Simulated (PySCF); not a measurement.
| atom | x (Å) | y (Å) | z (Å) |
| --- | --- | --- | --- |
| Cu | 0.0064 | 0.0027 | -0.0079 |
| O | 1.9794 | 0.4334 | -0.1904 |
| H | 2.2201 | -0.5150 | -0.1994 |
| O | -0.4195 | 1.9877 | 0.0147 |
| H | 0.5246 | 2.2242 | -0.0872 |
| O | -1.9666 | -0.4281 | 0.1782 |
| H | -2.2074 | 0.5204 | 0.1735 |
| O | 0.4320 | -1.9830 | -0.0349 |
| H | -0.5140 | -2.2172 | 0.0539 |

Geometry: BP86-D3(BJ)/ma-def2-SVP.

Level of theory: PySCF 2.14.0, density-fitted response routines, DFT single point, gas phase, functional wB97X.

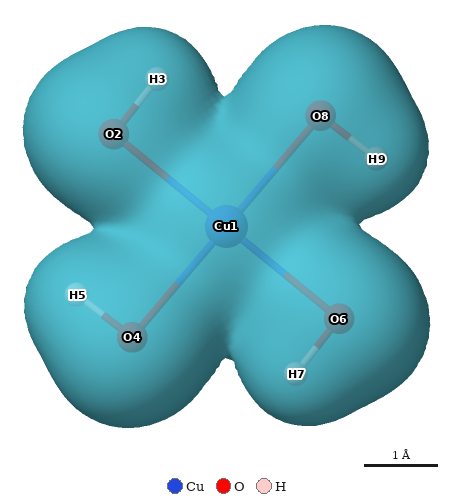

CuH4O4 (charge −2, doublet). Isosurface of the electron density at 0.1 e/Å³ (cyan), seen at a tilt.

> How is the density connected at this value?

At this value the surface is in one piece. It bridges the sampled Cu–O (2.03 Å) and O–H (0.98 Å) contacts, where the density stays above the isovalue. On the grid the lowest density along these lines, outside the cores, is 0.46 e/Å³ (Cu–O, 2.03 Å) and 2.3 e/Å³ (O–H, 0.98 Å).
